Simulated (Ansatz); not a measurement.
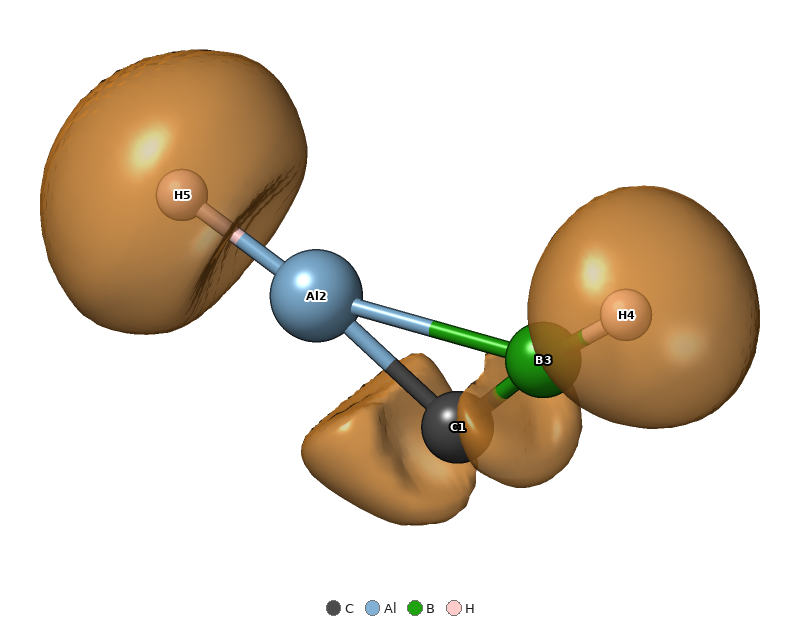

Figure. CH$_{2}$AlB (SMILES [BH-]1=[C+][AlH]1). Isosurface of the electron localisation function at 0.85 (orange), seen at a tilt. Only the valence region is drawn (cores and ρ < 0.01 e/Å³ removed).

Geometry: B3LYP-D3(BJ)/6-311G**.

Theory: Ansatz 0.2.0, isolated molecule in a Gaussian basis; Kohn-Sham density functional theory, functional PBE0.

The calculation's input:

```
crystal:
  periodic: [false, false, false]
  atoms:
    - {symbol: C, position_ang: [-1.044257, -0.932008, -2.756825]}
    - {symbol: Al, position_ang: [-0.090798, -0.601764, -1.294308]}
    - {symbol: B, position_ang: [-1.063590, 0.313318, -3.326087]}
    - {symbol: H, position_ang: [-1.158550, 1.320675, -3.920089]}
    - {symbol: H, position_ang: [0.723825, -0.526068, 0.044303]}
basis:
  gaussian: {orbitals: def2-TZVPD}
hamiltonian: {xc: {name: PBE0}}
output: {forces: true, orbitals: {seedname: orbitals}}
```

Command:

```sh
ansatz run input.yaml --threads 1 --pin off --max-ram 2610MiB --events-out events.jsonl --progress --plain --runs-dir runs
```

Question: Describe the localisation domains.

Answer: At this value the surface marks out one region between bonded B–C atoms (shared pairs), two regions around hydrogen nuclei and one lobe on C, pointing away from the bonds (lone pairs). Along the contacts the grid gives the following. C–B (1.37 Å): the ELF peaks at about 0.90 between the atoms; localised, covalent bonding. C–Al (1.78 Å): the ELF peaks at about 0.80 in the valence shell of C, 0.7 Å from its nucleus, and is about 0.55 at the midpoint.
